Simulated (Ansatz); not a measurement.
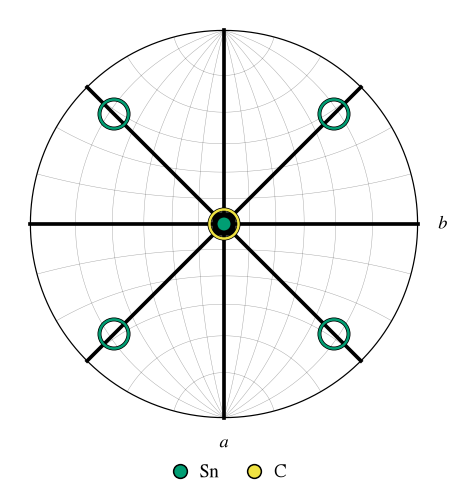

Crystal: SnC2, the geometry relaxed with DFT PBE, scalar-relativistic, plane waves, PAW (Ansatz); the starting structure was generated, so it need not be a known form of this composition. Directions from one carbon atom at (1/2, 1/2, 0.096) to its bonded neighbours, in stereographic projection down c (filled: above the plane of the page or in it, open: below). Geometry calculated from the standardised cell; symmetry tolerance 0.002 Å.

Neighbours are counted up to 3.06 Å for Sn, 1.76 Å for C. The symmetry elements of the site are drawn in: heavy lines are mirror planes (a heavy rim: a mirror in the plane of the page); lens, triangle, square and hexagon are 2-, 3-, 4- and 6-fold axes, a lens in an open square is −4, a triangle in an open hexagon −6; thin dashed diameters join the ends of axes that lie in the page; a small open circle marks inversion.

```yaml
crystal:
  lattice:
    - [4.07015, 0.00000, 0.00000]
    - [0.00000, 4.07015, 0.00000]
    - [0.00000, 0.00000, 6.59602]
  atoms:
    - { symbol: Sn, position: [0.00000, 0.00000, 0.00000] }
    - { symbol: C, position: [0.50000, 0.50000, 0.09627] }
    - { symbol: C, position: [0.00000, 0.00000, 0.40373] }
    - { symbol: Sn, position: [0.50000, 0.50000, 0.50000] }
    - { symbol: C, position: [0.00000, 0.00000, 0.59627] }
    - { symbol: C, position: [0.50000, 0.50000, 0.90373] }
```

> How many neighbours are there, and at what angles?

6: 1 C at 1.27 Å, 1 Sn at 2.66 Å, 4 Sn at 2.95 Å. Angles between bonds: 78° (4×), 87° (4×), 102° (4×), 155° (2×), 180° (1×).

> What is the site's symmetry in the crystal?

Point group 4mm (C4v), order 8: one fourfold axis, four mirror planes. In I4/mmm (No. 139) this is Wyckoff position 4e.
